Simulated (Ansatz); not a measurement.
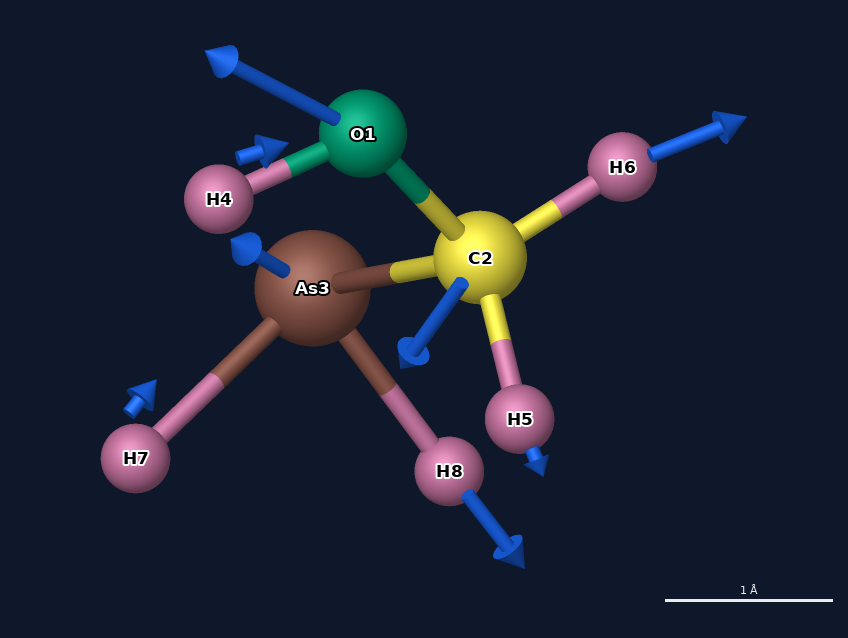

Arrows show the forces on the atoms, 0.3 Å of arrow for 1 eV/Å; forces under a tenth of the largest aren't drawn. Level of theory: CAM-B3LYP-D4/def2-TZVPP (Ansatz 0.2.0).

Question: On which atom is the force largest, and how large is it?

Answer: On O1: 3.81 eV/Å.

Question: Which bond do the forces act along most?

Answer: O1–C2, now 1.333 Å: the forces push its atoms apart, so a first step downhill lengthens it.

List the force components in the frame of the picture (x right, y up, z towards the viewer), in eV/Å.

```json
{"atom": "O1", "Fx": "−2.63", "Fy": "1.38", "Fz": "2.39"}
{"atom": "C2", "Fx": "−1.24", "Fy": "−1.74", "Fz": "−1.96"}
{"atom": "As3", "Fx": "−1.08", "Fy": "0.64", "Fz": "1.54"}
{"atom": "H4", "Fx": "1.03", "Fy": "0.31", "Fz": "−0.29"}
{"atom": "H5", "Fx": "0.24", "Fy": "−0.58", "Fz": "−0.02"}
{"atom": "H6", "Fx": "1.95", "Fy": "0.79", "Fz": "−0.63"}
{"atom": "H7", "Fx": "0.56", "Fy": "0.70", "Fz": "−0.22"}
{"atom": "H8", "Fx": "1.16", "Fy": "−1.50", "Fz": "−0.81"}
```
